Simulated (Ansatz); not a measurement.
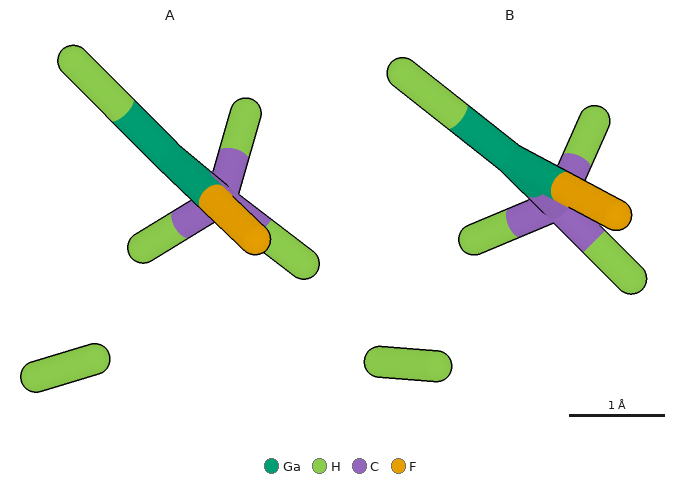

Two geometries of CH$_{6}$FGa, drawn at one scale. One is the start of a relaxation, the other its converged end. The picture is a stick view, seen from a free direction.

Theory: RKS PBE0-D4/def2-SVP in Ansatz. (no spin polarisation; force threshold 0.03 eV/Å; at most 50 steps)

> Which of the two is the end point?

Structure B is the relaxed one. The run prepares an end point of a later path (reaction) calculation, from a guessed geometry. The largest move after the best rigid fit is that of the F atom, 0.35 Å. Largest moves by element: F 0.35 Å, H 0.28 Å, C 0.07 Å, Ga 0.05 Å. Near-neighbour distances that change, for instance: H–H 0.721 → 0.764 Å, F–Ga 1.736 → 1.771 Å. After 11 accepted moves (15 points after the start) the energy has fallen by 0.091 eV. The largest force component goes from 1.7 to 0.0082 eV/Å. The line search rejected the trial steps at points 2, 10, 12, 14 of the run. The forces were under the threshold at step 8, but the run went on from there. The run took 26 s on 2 threads of Arm Neoverse V2, on a shared host, peak memory 0.18 GiB.
